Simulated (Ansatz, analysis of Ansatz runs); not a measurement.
# How often does S try the jump in Y4S3N2 (C2/m)?

Aim: the prefactor of a hop in Y4S3N2 (C2/m) (V_S hop (3.8 Å), charge 0) from the modes of the moving atom at the start and at the top of a path found beforehand. Model: a cell of 54 host atoms with 1 S taken out.

Main program and level: Ansatz 0.2.0; plane-wave PAW DFT, PBEsol; finite-difference force constants of the moving atom alone.

## (1) Starting point

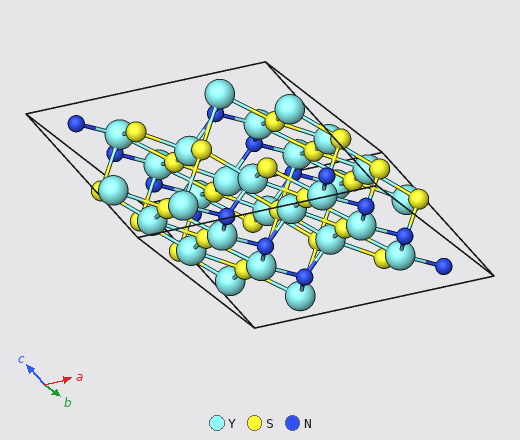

The cell as given, from a free direction (yttrium teal, sulfur yellow, nitrogen blue). Some periodic images of atoms are drawn too.

The cell holds 53 atoms: 24 Y, 17 S and 12 N. Its edges and angles: a = 12.778 Å, b = 11.374 Å, c = 9.763 Å, α = 90.0°, β = 128.5°, γ = 90.0°. It derives from Y4S3N2 (space group C2/m). Nearest the centre at fractional (0.500, 0.667, 0.000): S45 at 1.89 Å, Y43 at 2.02 Å, Y40 at 2.02 Å, N51 at 2.74 Å, N52 at 2.74 Å, S46 at 3.29 Å, S49 at 3.30 Å, Y22 at 3.40 Å.

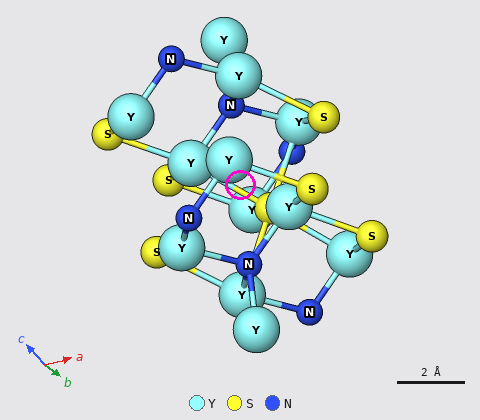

The atoms within 5 Å of the centre. A ring marks the middle of the ideal hop wherever no atom is near it.

As a file:

```xyz
53
Lattice="12.7781 0.0000 -0.0248 0.0000 11.3745 0.0000 -6.0606 0.0000 7.6537" Properties=species:S:1:pos:R:3 pbc="T T T"
Y    -0.6112    1.9001    4.9696
Y     5.7678   -0.0020    4.9382
Y     0.9515    0.0035    2.6872
Y     7.3289    1.8976    2.6570
Y     4.6939    0.0009    1.0814
Y    11.0858    1.8982    1.0786
Y    -4.3690    1.8997    6.5448
Y     2.0249    0.0007    6.5436
S     0.0009    0.0003   -0.0017
S     6.3919    1.9018   -0.0160
S    -2.5332    0.0005    5.9720
S     3.8499    1.9053    5.9645
S     2.8683    1.9039    1.6616
S     9.2520    0.0012    1.6529
N    -0.3358    1.9006    2.7557
N     6.0484    0.0020    2.7328
N     0.6702   -0.0008    4.8922
N     7.0524    1.9027    4.8701
Y    -0.6170    5.6880    4.9798
Y     5.7693    3.7979    4.9249
Y     0.9487    3.7937    2.7003
Y     7.3354    5.6868    2.6450
Y     4.6858    3.7997    1.0644
Y    11.0934    5.6864    1.0853
Y    -4.3740    5.6890    6.5398
Y     2.0364    3.8019    6.5587
S     0.0013    3.7941   -0.0010
S    -2.5272    3.8013    5.9927
S     3.8694    5.6894    5.9788
S     2.8489    5.6863    1.6451
S     9.2421    3.8028    1.6193
N    -0.3439    5.6883    2.7738
N     6.0517    3.8073    2.7045
N     0.6655    3.8074    4.9196
N     7.0630    5.6877    4.8510
Y    -0.6103    9.4795    4.9682
Y     5.7705    7.5815    4.9245
Y     0.9495    7.5780    2.7008
Y     7.3298    9.4758    2.6552
Y     4.6824    7.5739    1.0655
Y    11.0877    9.4757    1.0808
Y    -4.3670    9.4772    6.5464
Y     2.0321    7.5756    6.5608
S    -0.0002    7.5815   -0.0029
S     6.3874    9.4746   -0.0127
S    -2.5232    7.5734    6.0069
S     3.8502    9.4717    5.9639
S     2.8692    9.4700    1.6605
S     9.2464    7.5750    1.6340
N    -0.3336    9.4729    2.7549
N     6.0530    7.5688    2.7051
N     0.6663    7.5687    4.9212
N     7.0549    9.4750    4.8692
```

The cell's shortest repeat is 9.8 Å.

## (2) Vibrations of the moving atom at the start point

Harmonic transition-state theory takes the prefactor from the modes at the minimum and at the top. Only the moving atom is displaced, by 0.02 Å, which takes six displaced runs and a reference; the host's atoms are held.

Contents of q0.start.modes/input.yaml:

```yaml
crystal:
  lattice:
    - [12.77813411, 0.0, -0.02476517]
    - [0.0, 11.37446657, 0.0]
    - [-6.06062451, 0.0, 7.65368011]
  atoms:
    - { symbol: "Y", position: [0.26053171, 0.16704724, 0.65015438] }
    - { symbol: "Y", position: [0.7585598, -0.00017308, 0.64765466] }
    - { symbol: "Y", position: [0.24135332, 0.00030729, 0.35187392] }
    - { symbol: "Y", position: [0.73934307, 0.16683094, 0.34954871] }
    - { symbol: "Y", position: [0.43501989, 7.993e-05, 0.14269885] }
    - { symbol: "Y", position: [0.93583561, 0.16688194, 0.14395536] }
    - { symbol: "Y", position: [0.06377031, 0.16701599, 0.85532992] }
    - { symbol: "Y", position: [0.56484188, 6.304e-05, 0.85679305] }
    - { symbol: S, position: [-3.536e-05, 2.673e-05, -0.0002265] }
    - { symbol: S, position: [0.4999978, 0.16719487, -0.00047746] }
    - { symbol: S, position: [0.17210201, 4.4e-05, 0.78083172] }
    - { symbol: S, position: [0.67194072, 0.16750311, 0.7814772] }
    - { symbol: S, position: [0.32794192, 0.16738482, 0.21816058] }
    - { symbol: S, position: [0.82775202, 0.00010819, 0.21864362] }
    - { symbol: "N", position: [0.14471343, 0.16709411, 0.36052302] }
    - { symbol: "N", position: [0.64368275, 0.00017819, 0.35914139] }
    - { symbol: "N", position: [0.35616545, -6.966e-05, 0.64035141] }
    - { symbol: "N", position: [0.85502383, 0.16727486, 0.63907388] }
    - { symbol: "Y", position: [0.26070925, 0.50006478, 0.65147979] }
    - { symbol: "Y", position: [0.75785133, 0.33390018, 0.64591754] }
    - { symbol: "Y", position: [0.24195347, 0.33353073, 0.35359876] }
    - { symbol: "Y", position: [0.73910393, 0.49996388, 0.34797683] }
    - { symbol: "Y", position: [0.43333052, 0.33405495, 0.14046711] }
    - { symbol: "Y", position: [0.93685405, 0.49992881, 0.14483792] }
    - { symbol: "Y", position: [0.06306475, 0.50015406, 0.85466702] }
    - { symbol: "Y", position: [0.56667834, 0.3342477, 0.85876855] }
    - { symbol: S, position: [4.313e-05, 0.33356029, -0.00013015] }
    - { symbol: S, position: [0.17385208, 0.3341953, 0.78354184] }
    - { symbol: S, position: [0.67435274, 0.50019125, 0.78334902] }
    - { symbol: S, position: [0.32539842, 0.49992029, 0.21600117] }
    - { symbol: S, position: [0.82488366, 0.33433184, 0.2142385] }
    - { symbol: "N", position: [0.14519653, 0.50009519, 0.36288178] }
    - { symbol: "N", position: [0.64217778, 0.33472656, 0.35543584] }
    - { symbol: "N", position: [0.3574983, 0.3347342, 0.64393719] }
    - { symbol: "N", position: [0.85466906, 0.5000398, 0.63657686] }
    - { symbol: "Y", position: [0.26051488, 0.83340536, 0.64996462] }
    - { symbol: "Y", position: [0.7579237, 0.66653825, 0.64586358] }
    - { symbol: "Y", position: [0.24204334, 0.66622803, 0.35365452] }
    - { symbol: "Y", position: [0.73929375, 0.83307931, 0.34930651] }
    - { symbol: "Y", position: [0.43313489, 0.6658685, 0.14061429] }
    - { symbol: "Y", position: [0.93612234, 0.83306941, 0.14424321] }
    - { symbol: "Y", position: [0.06402711, 0.83320051, 0.85554031] }
    - { symbol: "Y", position: [0.56646776, 0.66601848, 0.85904509] }
    - { symbol: S, position: [-0.00019548, 0.66653405, -0.00037919] }
    - { symbol: S, position: [0.49984636, 0.83296986, -4.237e-05] }
    - { symbol: S, position: [0.17505028, 0.66582865, 0.78540305] }
    - { symbol: S, position: [0.67192712, 0.83272035, 0.78139792] }
    - { symbol: S, position: [0.32793827, 0.83256744, 0.21801177] }
    - { symbol: S, position: [0.82614067, 0.66596114, 0.216168] }
    - { symbol: "N", position: [0.14483722, 0.83282105, 0.3604126] }
    - { symbol: "N", position: [0.64232051, 0.66541607, 0.35551006] }
    - { symbol: "N", position: [0.35765505, 0.66541436, 0.64413579] }
    - { symbol: "N", position: [0.85515833, 0.83300853, 0.63895576] }
  symmetry: { detect: false }
basis:
  ecutwfc: 420
  xc_grid: 2
hamiltonian:
  xc: pbesol
kpoints:
  mp_grid: { grid: [1, 1, 1], shift: [0.25, 0.25, 0.25] }
scf:
  occupations: { method: fixed }
  max_iter: 100
phonons:
  supercell: [1, 1, 1]
  displaced_sites: [44]
  amplitude: 0.02
```

Command:

```bash
ansatz run input.yaml --threads 32 --pin off --max-ram 84787MiB --backend cuda --events-out ev --progress --plain --runs-dir out --max-vram 78GiB
```

Numbers of over 12 decimals in the logs are rounded to 6 here.

The program printed:

```text
[... repeated set-up lines and file paths are left out, and long positions are rounded to six places ...]
Engine: ansatz 0.2.0, aarch64-unknown-linux-gnu
Pseudopotentials: kind: paw
Pseudopotential: Y, paw, valence charge 11, recommended cutoff 420 eV (normal), Y.paw.azcp
Pseudopotential: S, paw, valence charge 6, recommended cutoff 420 eV (normal), S.paw.azcp
Pseudopotential: N, paw, valence charge 5, recommended cutoff 420 eV (normal), N.paw.azcp
Functional definition: PBEsol
  exchange = pbesol_x
  correlation = pbesol_c
[...]
Crystal: 53 atoms, lattice volume = 1110.713 Å³
Basis set: ecut = 420 eV, 21699 PW (Γ), exchange–correlation on 180×160×144 points (8 copies of the dense FFT grid, shifted against one another)
Bands: 266, of which v1, the nominal top of the filled ones, is band 213 counted from 1 (212 counted from 0)
Symmetry: 1 space group operations
k-points: 1
Non-local potential: Y, projectors of the file, l = 0: 3, l = 1: 2, l = 2: 2, l = 3: 1
Non-local potential: S, projectors of the file, l = 0: 2, l = 1: 2, l = 2: 2
Non-local potential: N, projectors of the file, l = 0: 2, l = 1: 2, l = 2: 1
PAW form: soft (Blöchl's): semilocal exchange-correlation on the pseudo side does not see the compensation charge
PAW frozen core: Y, regenerated for the run's functional, and the local potential with it (the file was generated under x = pbe(κ = 0.804, μ = 0.219515), c = pbe(β = 0.066725))
PAW frozen core: S, regenerated for the run's functional, and the local potential with it (the file was generated under x = pbe(κ = 0.804, μ = 0.219515), c = pbe(β = 0.066725))
PAW frozen core: N, regenerated for the run's functional, and the local potential with it (the file was generated under x = pbe(κ = 0.804, μ = 0.219515), c = pbe(β = 0.066725))
PAW one-centre angular grid: Y, 590 points (default); XC on 64 Gauss nodes
PAW one-centre angular grid: S, 110 points (default); XC on 64 Gauss nodes
PAW one-centre angular grid: N, 110 points (default); XC on 64 Gauss nodes
Initial density: superposition of atomic densities (neutral atoms: chi_scale 0, normalization atom), corrected by the library's trained network
Initial wavefunctions: pseudopotential atomic-orbital guess
[...]
Functional: x = pbesol(κ = 0.804, μ = 0.123457), c = pbesol(β = 0.046)
SCF iter   1: F=—  HF=-110771.904163 eV  |F-HF|=—  |Δ(HF+E_count)|=         —  Δρ=7.69e-3  dr2=1.15e0  ethr=1.77e-3  ⟨swp⟩=5.0  Hψ=889  notcnv=0  defer=50
preconditioner: auto → Resta (q_TF=auto, 2.326 Å⁻¹)  ε∞=5.4  [insulator: Δε(μ)=0.823 eV  Ē_g=8.130 eV  n_scr=240 (ndim 8)  ℏωp=17.0 eV  f_vac=0.034  ε∞_Penn≈5.4]
SCF iter   2: F=—  HF=-110771.683452 eV  |F-HF|=—  |Δ(HF+E_count)|=   2.21e-1  Δρ=2.97e-3  dr2=2.16e-1  ethr=2.71e-4  ⟨swp⟩=2.0  Hψ=408  notcnv=0  defer=51
[...]
SCF iter  12: F=-110771.631291 eV  HF=-110771.631291 eV  |F-HF|=2.18e-10  |Δ(HF+E_count)|=   2.24e-9  Δρ=1.70e-7  dr2=5.09e-10  ethr=1.00e-12  ⟨swp⟩=17.0  Hψ=1519  notcnv=0
SCF 1 converged in 12 iterations: F = -110771.631291 eV  dr2 = 5.09e-10
  greatest PAW one-centre occupation: 0.993 electrons in one spin orbital (limit 2), on the Y atom at site 21 (counted from 0), in its partial waves of l = 0
[...]
iter 1 solved again at ethr=8.37e-8 eV; its pass at ethr=3.10e-3 eV (dr2=3.56e-4 eV) is discarded
SCF iter   1: F=—  HF=-110771.629798 eV  |F-HF|=—  |Δ(HF+E_count)|=         —  Δρ=1.45e-4  dr2=5.68e-4  ethr=8.37e-8  ⟨swp⟩=3.0  Hψ=922  notcnv=0  defer=51
SCF iter   2: F=—  HF=-110771.629695 eV  |F-HF|=—  |Δ(HF+E_count)|=   1.03e-4  Δρ=8.24e-5  dr2=1.38e-4  ethr=8.37e-8  ⟨swp⟩=2.0  Hψ=333  notcnv=0  defer=49
[...]
SCF iter   9: F=-110771.629974 eV  HF=-110771.629974 eV  |F-HF|=4.37e-11  |Δ(HF+E_count)|=  1.46e-11  Δρ=4.43e-8  dr2=3.09e-11  ethr=1.00e-12  ⟨swp⟩=3.0  Hψ=778  notcnv=0
SCF 2 converged in 9 iterations: F = -110771.629974 eV  dr2 = 3.09e-11
[...]
iter 1 solved again at ethr=2.23e-10 eV; its pass at ethr=3.10e-3 eV (dr2=9.52e-7 eV) is discarded
[...]
SCF iter   6: F=-110771.629949 eV  HF=-110771.629949 eV  |F-HF|=1.46e-11  |Δ(HF+E_count)|=  7.28e-11  Δρ=2.67e-8  dr2=1.40e-11  ethr=1.00e-12  ⟨swp⟩=3.0  Hψ=690  notcnv=0
SCF 3 converged in 6 iterations: F = -110771.629949 eV  dr2 = 1.40e-11
[...]
SCF 4 converged in 9 iterations: F = -110771.629880 eV  dr2 = 4.18e-11
[...]
SCF 5 converged in 6 iterations: F = -110771.629714 eV  dr2 = 1.31e-11
[...]
SCF 6 converged in 9 iterations: F = -110771.629572 eV  dr2 = 2.57e-11
[...]
SCF 7 converged in 5 iterations: F = -110771.629565 eV  dr2 = 8.43e-11
SCF converged after 12 iterations
[...]
[... 6 atoms left out ...]
  atom  39  Y      0.00523602    -0.00506420     0.00177707
  atom  40  Y     -0.00284630    -0.00153846     0.00390396
  [... 2 atoms left out ...]
  atom  43  Y      0.00743043    -0.00069974     0.00434852
  [... 1 atom left out ...]
  atom  45  S      0.00061817     0.00421067     0.00018581
  atom  46  S      0.00190016     0.00015369    -0.00209971
  [... 2 atoms left out ...]
  atom  49  S     -0.00157334    -0.00260126    -0.00410226
  [... 1 atom left out ...]
  atom  51  N      0.00161212    -0.00092927    -0.00309174
  atom  52  N     -0.00112072     0.00228106    -0.00123932
  [... 1 atom left out ...]
  max |Σ_I F_I| component: 1.82e-6 eV/Å
--- Band table (eV) ---
  k-point 0: bands = ["-33.2456", "-33.2428", "-33.2318", "-33.2298", [... 49 left out ...] "-13.3357", "-13.3263", "-13.3246", "-13.3"]
--- Phonons: 6 displaced members + reference (amplitude 0.02 Å, Σ member SCF iterations 44) ---
  symmetry images taken by strict's conditions (phonons.symmetry_images: auto; settled by no image being taken that strict refuses)
  force constants formed among 1 of 53 sites (S 44); the other 52 at rest. The modes move the named sites alone.
  the frequencies, the zero-point energy and the sums are of the block with the acoustic sum rule laid on its rows. Row sums over every site: 7.2e-5 eV/Å² at the most
  transpose residual: 1.8e-3 eV/Å²
  largest component of a force at the reference: 4.2e-3 eV/Å on a named site, 1.0e-2 eV/Å on a site at rest
  frequencies among the named sites at Γ of the cell (cm⁻¹): 229.14 251.72 277.40
  unstable modes among the named sites: 0
  frequencies as built, with no sum rule (cm⁻¹): 229.14 251.72 277.40
  zero-point energy: 0.047006 eV/cell   skipped modes (ω ≤ 0): 0
  not written: the harmonic force-constant file, the file of eigenvectors (these modes' are written with the force constants), the density of states and the dispersion, which are of every site
```

Run time: 3.9 s. Hardware: 1 × NVIDIA GB200 with 32 threads of Arm Neoverse V2, shared host; peak memory 1.8 GiB; 13 s of CPU time.

Read from the output:

```yaml
free_energy: -110771.6313 eV
frequencies_of_moving_atom: 229.1, 251.7, 277.4 cm⁻¹ (negative: imaginary)
```

The three modes are 229, 252 and 277 cm⁻¹: all real, a minimum for this atom with the others held.

[end of part 1 of 2]

[Logs are printed without paths, hosts, clocks, repeated set-up lines and the standing remarks that a program may print on its own settings, such as how far it seeks lower states.]

[Hosts, paths, dates, database ids (printed as entryN), source tags and the programs' standing remarks are cut or masked in the printed files.]
